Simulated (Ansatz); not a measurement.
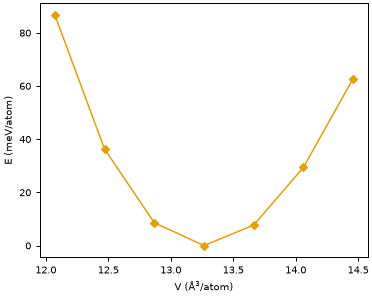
Si$_{2}$Mo (MoSi2 or CaC2 type, space group No. 139) under volume change, PBEsol in the plane-wave PAW code Ansatz, shape and atoms relaxed at each volume.

Q: What does a third-order Birch–Murnaghan fit give for V₀, B₀ and B′?

A: V₀ = 13.27 Å³/atom, B₀ = 218 GPa, B′ = 4.4.

Space group I4/mmm (MoSi2 or CaC2 type). The PBEsol relaxation kept the symmetry of its start. No spin polarisation was allowed.

Potentials: the later of the program's two PAW sets.
